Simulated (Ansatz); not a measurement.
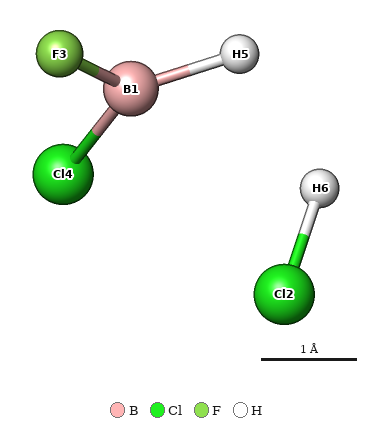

*The structure as given in the input (ball-and-stick view, seen at a tilt; atoms are numbered from 1 in the order of the input).*

**BH$_{2}$Cl$_{2}$F: geometry relaxation**

- system: BH$_{2}$Cl$_{2}$F
- method: RKS PBE-D4/def2-SVP (Ansatz 0.2.0)

It belongs to a series of runs on one base structure; here: end point B relaxed. Figures and captions count atoms from 1; the log counts them from 0 in places.

## Log
```
The last accepted step is kept in [file] (removed where the run ends without a failure and the disk answers)
Engine: ansatz 0.2.0, x86_64-unknown-linux-gnu
Functional definition: PBE
  parameter kappa = 0.804
  parameter beta = 0.06672455060314922
  exchange = pbe_x(kappa = kappa, mu = beta*pi^2/3)
  correlation = pbe_c(beta = beta)
808 factors; their error is unknown
mean field evaluation 1: about -28447.6317 eV, gradient 2.6e1 eV
mean field evaluation 2: about -28445.1732 eV, gradient 4.8e1 eV
mean field evaluation 4: about -28448.9554 eV, gradient 1.9e0 eV
mean field evaluation 8: about -28448.9659 eV, gradient 3.2e-2 eV
mean field evaluation 16: about -28448.9253 eV, gradient 2.1e-5 eV
mean field -28448.92529854 eV, -1045.4787213472 hartree, gradient 2.1e-5 eV, S^2 0.000000; 0 other end points of the search recorded, 0 dependent functions left out
the calculation of the forces begins
reference -28448.92532576 eV, -1045.4787223474 hartree; 25, 25 occupied and 49, 49 virtual orbitals, 808 factors
relax step   1: F+E_penalty+E_count = -28449.03439993 eV  Δ(F+E_penalty+E_count) = +0.000e0 eV  max|allowed force component| = 8.210e-1 eV/Å  Δτ_max = 0.0000 Å  (25 SCF iters, accepted)
these checks for a lower state are left out or cut short: starts, cluster_reference, orbital_swaps, neighbouring_geometries, increment
808 factors; their error is unknown
mean field -28448.95647020 eV, -1045.4798668845 hartree, gradient 2.7e-5 eV, S^2 0.000000; 0 other end points of the search recorded, 0 dependent functions left out
[... from here on the field's lines of each further geometry are left out, up to the last ...]
relax step   2: F+E_penalty+E_count = -28449.05735240 eV  Δ(F+E_penalty+E_count) = -2.295e-2 eV  max|allowed force component| = 4.439e-1 eV/Å  Δτ_max = 0.1916 Å  (26 SCF iters, accepted)
relax step   3: F+E_penalty+E_count = -28449.00925252 eV  Δ(F+E_penalty+E_count) = +4.810e-2 eV  max|allowed force component| = 9.847e-1 eV/Å  Δτ_max = 0.1548 Å  (28 SCF iters, rejected (line search))
relax step   4: F+E_penalty+E_count = -28449.06231340 eV  Δ(F+E_penalty+E_count) = -4.961e-3 eV  max|allowed force component| = 4.318e-1 eV/Å  Δτ_max = 0.0750 Å  (27 SCF iters, accepted)
relax step   5: F+E_penalty+E_count = -28449.08136616 eV  Δ(F+E_penalty+E_count) = -1.905e-2 eV  max|allowed force component| = 7.154e-2 eV/Å  Δτ_max = 0.1000 Å  (27 SCF iters, accepted)
relax step   6: F+E_penalty+E_count = -28449.08582369 eV  Δ(F+E_penalty+E_count) = -4.458e-3 eV  max|allowed force component| = 7.082e-2 eV/Å  Δτ_max = 0.0688 Å  (23 SCF iters, accepted)
relax step   7: F+E_penalty+E_count = -28449.08896970 eV  Δ(F+E_penalty+E_count) = -3.146e-3 eV  max|allowed force component| = 3.342e-1 eV/Å  Δτ_max = 0.0721 Å  (27 SCF iters, accepted)
relax step   8: F+E_penalty+E_count = -28449.08962218 eV  Δ(F+E_penalty+E_count) = -6.525e-4 eV  max|allowed force component| = 3.520e-1 eV/Å  Δτ_max = 0.0135 Å  (24 SCF iters, accepted)
relax step   9: F+E_penalty+E_count = -28449.09195306 eV  Δ(F+E_penalty+E_count) = -2.331e-3 eV  max|allowed force component| = 3.440e-1 eV/Å  Δτ_max = 0.0612 Å  (23 SCF iters, accepted)
relax step  10: F+E_penalty+E_count = -28449.09195565 eV  Δ(F+E_penalty+E_count) = -2.592e-6 eV  max|allowed force component| = 3.461e-1 eV/Å  Δτ_max = 0.0007 Å  (17 SCF iters, accepted)
relax step  11: F+E_penalty+E_count = -28449.07978551 eV  Δ(F+E_penalty+E_count) = +1.217e-2 eV  max|allowed force component| = 8.604e-1 eV/Å  Δτ_max = 0.1943 Å  (29 SCF iters, rejected (line search))
relax step  12: F+E_penalty+E_count = -28449.09529657 eV  Δ(F+E_penalty+E_count) = -3.341e-3 eV  max|allowed force component| = 2.363e-1 eV/Å  Δτ_max = 0.0930 Å  (26 SCF iters, accepted)
relax step  13: F+E_penalty+E_count = -28449.09677088 eV  Δ(F+E_penalty+E_count) = -1.474e-3 eV  max|allowed force component| = 5.859e-2 eV/Å  Δτ_max = 0.0594 Å  (24 SCF iters, accepted)
relax step  14: F+E_penalty+E_count = -28449.06963652 eV  Δ(F+E_penalty+E_count) = +2.713e-2 eV  max|allowed force component| = 6.531e-1 eV/Å  Δτ_max = 0.0466 Å  (23 SCF iters, rejected (line search))
the calculation of the forces begins
reference -28448.99202683 eV, -1045.4811735668 hartree; 25, 25 occupied and 49, 49 virtual orbitals, 808 factors
relax step  15: F+E_penalty+E_count = -28449.09710326 eV  Δ(F+E_penalty+E_count) = -3.324e-4 eV  max|allowed force component| = 2.603e-2 eV/Å  Δτ_max = 0.0233 Å  (23 SCF iters, accepted)
```

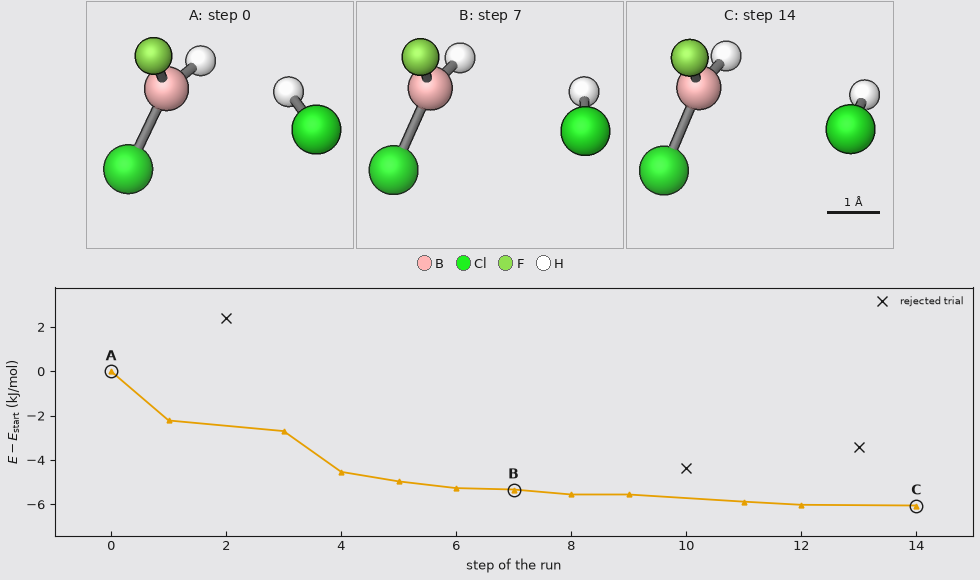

*Frames of the relaxation (ball-and-stick view, seen at a tilt) above the curves, on which the letters mark them (the first geometry is step 0 here and step 1 in the log).*

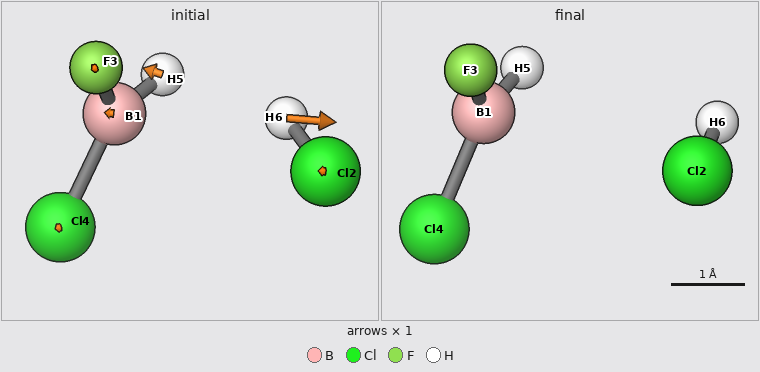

*Before (left) and after (right) the relaxation, at one scale (ball-and-stick view, seen at a tilt). The orange arrows give the displacements, at true length.*

The largest move after the best rigid fit is that of H6, 0.70 Å. Largest moves by element: H 0.70 Å, B 0.15 Å, Cl 0.12 Å, F 0.09 Å. Distances before and after: Cl2–H6 1.338 → 1.297 Å, B1–H5 1.202 → 1.212 Å, B1–Cl4 1.752 → 1.758 Å. After 14 geometry steps the energy has fallen by 6.05 kJ/mol. The largest force component goes from 0.82 to 0.026 eV/Å. The line search rejected the trial steps at points 2, 10, 13 (counted from 0) and went back. (Atoms are counted from 1 in the order of the input.)

```
808 factors; their error is unknown
mean field -28448.99199801 eV, -1045.4811725075 hartree, gradient 6.9e-5 eV, S^2 0.000000; 1 other end points of the search recorded, 0 dependent functions left out
the calculation of the forces begins
reference -28448.99202683 eV, -1045.4811735668 hartree; 25, 25 occupied and 49, 49 virtual orbitals, 808 factors
Total energy: -28449.09713209 eV, -1045.4850361136 hartree
Atom 0 at    -0.052785    -0.434986    -0.582013 Å, force     0.025505     0.007366    -0.002801 eV/Å
Atom 1 at    -0.092804     0.048326     2.484974 Å, force     0.001308    -0.000301     0.000558 eV/Å
Atom 2 at     1.087902     0.219218    -0.742183 Å, force    -0.026029    -0.015840     0.003885 eV/Å
Atom 3 at    -1.559677     0.363251    -1.009485 Å, force    -0.001048     0.000129     0.000983 eV/Å
Atom 4 at    -0.044972    -1.599161    -0.243281 Å, force     0.002320     0.007947    -0.002029 eV/Å
Atom 5 at    -0.166063    -1.245449     2.548287 Å, force    -0.002056     0.000700    -0.000596 eV/Å
Dipole moment:    -0.025428    -0.341835     0.206010 e Å
```

## Trajectory as extended XYZ (Å, eV, eV/Å), 15 frames, from step=1 to step=15
```
6
Properties=species:S:1:pos:R:3:forces:R:3 step=1 energy=-28449.03440
B    -0.0686   -0.4554   -0.4338   -0.0056   0.3269  -0.2012
Cl   -0.0841    0.0256    2.5901   -0.0111  -0.7958  -0.4600
F     1.0724    0.1574   -0.7014   -0.0165  -0.0166   0.0110
Cl   -1.5845    0.2736   -0.9222    0.0013   0.0002  -0.0114
H    -0.0568   -1.5518    0.0590    0.0155  -0.3357   0.0715
H    -0.1067   -1.0982    1.8645    0.0163   0.8210   0.5900
6
Properties=species:S:1:pos:R:3:forces:R:3 step=2 energy=-28449.05735
B    -0.0705   -0.4878   -0.5640    0.1165   0.3698   0.2538
Cl   -0.0728    0.0438    2.7634   -0.0120  -0.4439  -0.3243
F     1.0670    0.1786   -0.7222   -0.2150  -0.1905  -0.0861
Cl   -1.5894    0.2897   -0.9705    0.0797  -0.0760  -0.0725
H    -0.0557   -1.6098   -0.1033    0.0198  -0.0728  -0.0924
H    -0.1070   -1.0633    2.0529    0.0111   0.4135   0.3215
6
Properties=species:S:1:pos:R:3:forces:R:3 step=3 energy=-28449.00925 accepted=F
B    -0.0831   -0.4507   -0.5312    0.4325  -0.1740  -0.9847
Cl   -0.0577    0.0498    2.8534   -0.0064  -0.1271  -0.1935
F     1.0664    0.1818   -0.7956   -0.5538  -0.2033   0.4472
Cl   -1.5914    0.2887   -1.0627    0.1573  -0.0176   0.3133
H    -0.0545   -1.6391   -0.2146   -0.0340   0.4449   0.3038
H    -0.1081   -1.0792    2.2069    0.0044   0.0771   0.1140
6
Properties=species:S:1:pos:R:3:forces:R:3 step=4 energy=-28449.06231
B    -0.0768   -0.4580   -0.5192    0.2788   0.1329  -0.4318
Cl   -0.0695    0.0480    2.7422   -0.0100  -0.3638  -0.2658
F     1.0687    0.1799   -0.7594   -0.3819  -0.1852   0.2053
Cl   -1.5895    0.2906   -1.0100    0.1102  -0.0378   0.1330
H    -0.0559   -1.6053   -0.1132   -0.0068   0.1206   0.1202
H    -0.1054   -1.1041    2.1159    0.0096   0.3332   0.2392
6
Properties=species:S:1:pos:R:3:forces:R:3 step=5 energy=-28449.08137
B    -0.0728   -0.4561   -0.5484   -0.0650  -0.0686  -0.0581
Cl   -0.0775    0.0605    2.6893    0.0020  -0.0552  -0.0706
F     1.0629    0.1851   -0.7597    0.0399   0.0323   0.0242
Cl   -1.5875    0.3032   -1.0078    0.0333  -0.0166   0.0349
H    -0.0552   -1.5960   -0.1238   -0.0080   0.0715   0.0104
H    -0.0983   -1.1455    2.2066   -0.0021   0.0365   0.0592
6
Properties=species:S:1:pos:R:3:forces:R:3 step=6 energy=-28449.08582
B    -0.0730   -0.4542   -0.5593   -0.0520  -0.0616  -0.0042
Cl   -0.0723    0.0694    2.6571    0.0013  -0.0089  -0.0466
F     1.0617    0.1938   -0.7568    0.0327   0.0238   0.0057
Cl   -1.5884    0.3085   -1.0120    0.0280  -0.0165   0.0201
H    -0.0544   -1.5975   -0.1439   -0.0074   0.0708  -0.0120
H    -0.1020   -1.1688    2.2713   -0.0026  -0.0076   0.0369
6
Properties=species:S:1:pos:R:3:forces:R:3 step=7 energy=-28449.08897
B    -0.0743   -0.4483   -0.5554   -0.0428  -0.0299  -0.0210
Cl   -0.0927    0.0681    2.5905   -0.0005   0.3247   0.0358
F     1.0641    0.1945   -0.7543    0.0186   0.0238   0.0072
Cl   -1.5864    0.3220   -1.0105    0.0306  -0.0129   0.0176
H    -0.0608   -1.5925   -0.1491   -0.0069   0.0285  -0.0054
H    -0.0782   -1.1926    2.3351    0.0010  -0.3342  -0.0342
6
Properties=species:S:1:pos:R:3:forces:R:3 step=8 energy=-28449.08962
B    -0.0734   -0.4481   -0.5554   -0.0357  -0.0236  -0.0182
Cl   -0.0963    0.0693    2.5776   -0.0012   0.3430   0.0354
F     1.0653    0.1948   -0.7535    0.0151   0.0213   0.0059
Cl   -1.5854    0.3245   -1.0065    0.0248  -0.0094   0.0131
H    -0.0604   -1.5935   -0.1538   -0.0052   0.0207  -0.0044
H    -0.0782   -1.1958    2.3480    0.0022  -0.3520  -0.0318
6
Properties=species:S:1:pos:R:3:forces:R:3 step=9 energy=-28449.09195
B    -0.0723   -0.4480   -0.5676   -0.0233  -0.0276  -0.0070
Cl   -0.0851    0.0731    2.5636    0.0038   0.3337   0.0141
F     1.0639    0.2034   -0.7528    0.0168   0.0208   0.0011
Cl   -1.5864    0.3259   -1.0081    0.0087   0.0011   0.0068
H    -0.0562   -1.5996   -0.1858   -0.0016   0.0160   0.0029
H    -0.0924   -1.2035    2.4070   -0.0044  -0.3440  -0.0180
6
Properties=species:S:1:pos:R:3:forces:R:3 step=10 energy=-28449.09196
B    -0.0721   -0.4479   -0.5675   -0.0231  -0.0276  -0.0071
Cl   -0.0854    0.0729    2.5630    0.0038   0.3359   0.0144
F     1.0642    0.2033   -0.7525    0.0168   0.0206   0.0011
Cl   -1.5861    0.3262   -1.0080    0.0085   0.0011   0.0068
H    -0.0562   -1.5996   -0.1860   -0.0016   0.0161   0.0029
H    -0.0927   -1.2037    2.4073   -0.0044  -0.3461  -0.0180
6
Properties=species:S:1:pos:R:3:forces:R:3 step=11 energy=-28449.07979 accepted=F
B    -0.0370   -0.4238   -0.5592    0.0512  -0.0208   0.0222
Cl   -0.1655    0.0325    2.3922    0.0006  -0.8474   0.1672
F     1.1218    0.2076   -0.6945   -0.0549  -0.0453  -0.0027
Cl   -1.5171    0.4161   -1.0062   -0.0074  -0.0046  -0.0202
H    -0.0612   -1.5962   -0.2423    0.0081   0.0578  -0.0439
H    -0.1695   -1.2849    2.5663    0.0024   0.8604  -0.1226
6
Properties=species:S:1:pos:R:3:forces:R:3 step=12 energy=-28449.09530
B    -0.0614   -0.4354   -0.5594    0.0042  -0.0751  -0.0484
Cl   -0.1083    0.0626    2.4818    0.0001  -0.2363  -0.0001
F     1.0819    0.2081   -0.7353    0.0140   0.0214   0.0187
Cl   -1.5644    0.3562   -1.0091   -0.0164   0.0158   0.0109
H    -0.0569   -1.5977   -0.2092   -0.0018   0.0386   0.0099
H    -0.1193   -1.2426    2.4875   -0.0001   0.2356   0.0090
6
Properties=species:S:1:pos:R:3:forces:R:3 step=13 energy=-28449.09677
B    -0.0550   -0.4371   -0.5786    0.0300   0.0025  -0.0475
Cl   -0.1096    0.0548    2.4906    0.0009  -0.0586  -0.0046
F     1.0885    0.2136   -0.7359   -0.0326  -0.0204   0.0219
Cl   -1.5574    0.3680   -1.0100    0.0024  -0.0044   0.0134
H    -0.0510   -1.6052   -0.2514   -0.0002   0.0265   0.0165
H    -0.1439   -1.2429    2.5416   -0.0005   0.0542   0.0003
6
Properties=species:S:1:pos:R:3:forces:R:3 step=14 energy=-28449.06964 accepted=F
B    -0.0552   -0.4529   -0.6187    0.0040   0.1870   0.6531
Cl   -0.0934    0.0566    2.4474   -0.0110  -0.2224   0.0728
F     1.0808    0.2244   -0.7084   -0.0545  -0.1159  -0.2438
Cl   -1.5679    0.3647   -0.9878    0.0414  -0.0753  -0.1736
H    -0.0503   -1.5967   -0.2055    0.0134  -0.0031  -0.2956
H    -0.1424   -1.2448    2.5293    0.0067   0.2297  -0.0127
6
Properties=species:S:1:pos:R:3:forces:R:3 step=15 energy=-28449.09710
B    -0.0528   -0.4350   -0.5820    0.0255   0.0074  -0.0028
Cl   -0.0928    0.0483    2.4850    0.0013  -0.0003   0.0006
F     1.0879    0.2192   -0.7422   -0.0260  -0.0158   0.0039
Cl   -1.5597    0.3633   -1.0095   -0.0010   0.0001   0.0010
H    -0.0450   -1.5992   -0.2433    0.0023   0.0079  -0.0020
H    -0.1661   -1.2454    2.5483   -0.0021   0.0007  -0.0006
```

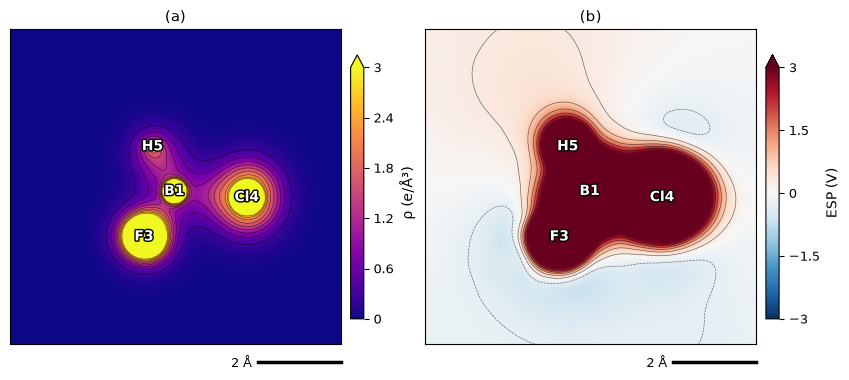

*(a) total electron density; (b) electrostatic potential on the plane of atoms F3, B1 and Cl4.*

Atoms in the plane: B, F, Cl and H. B–F (1.32 Å): ρ at the midpoint is about 2.2 e/Å³. B–H (1.21 Å): ρ is about 1.2 e/Å³ halfway.

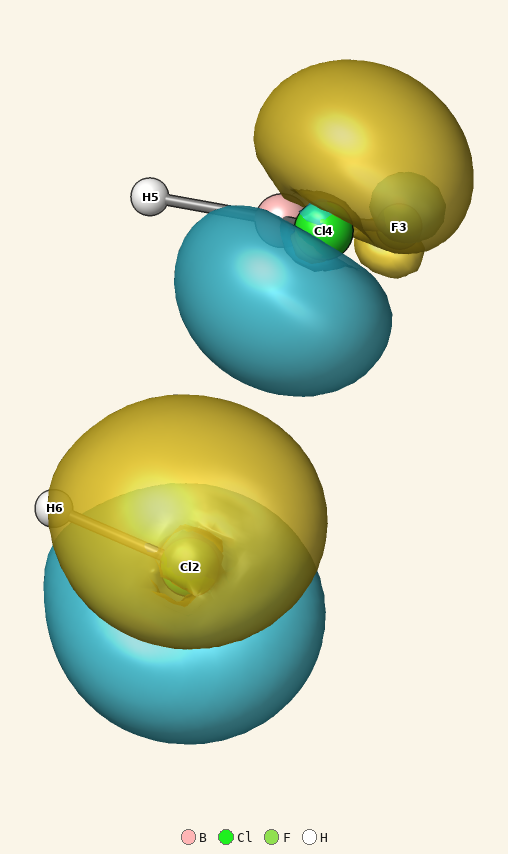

*The HOMO−1 at ±0.1 Å⁻³ᐟ² (yellow and cyan are the two phases), seen at an oblique angle.*

Its energy is −7.82 eV.

This output came from the following input.

## The input
```yaml
crystal:
  periodic: [false, false, false]
  atoms:
    - { symbol: B, position_ang: [-0.068602, -0.455443, -0.433762] }
    - { symbol: Cl, position_ang: [-0.084135, 0.025621, 2.590093] }
    - { symbol: F, position_ang: [1.07236, 0.157439, -0.701376] }
    - { symbol: Cl, position_ang: [-1.584515, 0.273629, -0.922214] }
    - { symbol: H, position_ang: [-0.056849, -1.55184, 0.059013] }
    - { symbol: H, position_ang: [-0.106659, -1.098206, 1.864545] }
basis:
  gaussian: { orbitals: def2-SVP }
hamiltonian:
  xc: pbe
  dispersion: d4
relax:
  f_tol: 0.03
  max_steps: 50
output:
  orbitals: {}
```

Launched with:
```bash
ansatz run input.yaml --threads 1 --pin off --max-ram 2048MiB --backend cpu --events-out ev --progress --plain --runs-dir out
```

## Summary

```tsv
quantity	value
outcome	converged
total energy	−28449.0971 eV
mean-field energy	−28448.9920 eV
largest force (length of the vector) at the end	0.031 eV/Å
hardware	1 thread of Intel Xeon (Sapphire Rapids), 32 GiB of memory available, shared host
wall time	35 s
peak memory	0.16 GiB
```
